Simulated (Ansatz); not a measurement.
# Nb3Au, pressure series

Start from Nb3Au in the A15 (Cr3Si type) structure (space group Pm-3n, No. 223; a = 5.174 Å).

Cell and atoms are relaxed at each pressure.

Level of theory: DFT with PBEsol, PAW potentials and a 420 eV plane-wave cutoff in Ansatz (a first-principles code), without spin-orbit coupling.

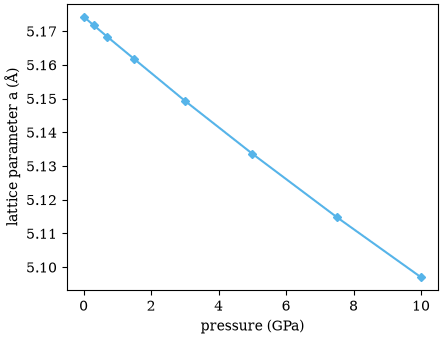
Figure. Lattice parameter a against pressure

```tsv
pressure (GPa)	lattice parameter a
0.3	9.773 bohr
0.7	9.767 bohr
1.5	9.754 bohr
3	9.731 bohr
5	9.701 bohr
7.5	9.666 bohr
10	9.632 bohr
```

Load acts through the strain it causes; cell and atoms are relaxed under it. No phonon test of stability was made. No other phases were tried under pressure. The final runs are not spin-polarised.
